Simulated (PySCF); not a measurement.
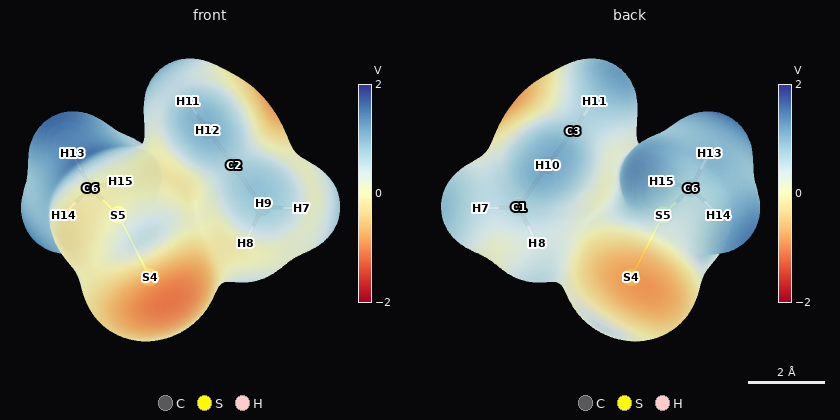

Figure. C$_{4}$H$_{9}$S$_{2}$ (doublet). The electrostatic potential painted on the density surface at 0.004 e/bohr³, seen from the front and from behind; the colour scale runs from red (negative) to blue (positive).

Geometry: GFN2-xTB; at this geometry the atoms fall into two loosely joined parts.

All numbers below come from PySCF, UKS B3LYP, pcH-1 on C H S, non-relativistic, mean-field spin-orbit, GIAO.

```yaml
atoms:
  - { symbol: C, position_ang: [-2.1135, -0.2981, -0.5896] }
  - { symbol: C, position_ang: [-1.2738, -0.4132, 0.6339] }
  - { symbol: C, position_ang: [-0.7323, 0.6107, 1.2702] }
  - { symbol: S, position_ang: [0.8759, -0.5036, -2.4315] }
  - { symbol: S, position_ang: [1.5733, 0.7129, -1.0818] }
  - { symbol: C, position_ang: [2.5497, -0.3458, 0.0455] }
  - { symbol: H, position_ang: [-3.0544, -0.8311, -0.4604] }
  - { symbol: H, position_ang: [-1.5950, -0.7519, -1.4378] }
  - { symbol: H, position_ang: [-2.3187, 0.7429, -0.8267] }
  - { symbol: H, position_ang: [-1.1026, -1.4239, 0.9854] }
  - { symbol: H, position_ang: [-0.1229, 0.4830, 2.1493] }
  - { symbol: H, position_ang: [-0.8898, 1.6256, 0.9434] }
  - { symbol: H, position_ang: [2.9608, 0.3029, 0.8105] }
  - { symbol: H, position_ang: [3.3453, -0.8238, -0.5172] }
  - { symbol: H, position_ang: [1.8936, -1.0898, 0.4849] }
```

Which sites attract a positive test charge, and which a negative one?

A positive charge is drawn to the negative regions and a negative charge to the positive ones. The most negative region (about −1.1 V, or −25 kcal/mol for a unit charge) lies over S4, the most positive (about +1.6 V, or +37 kcal/mol for a unit charge) over S5 and H13.
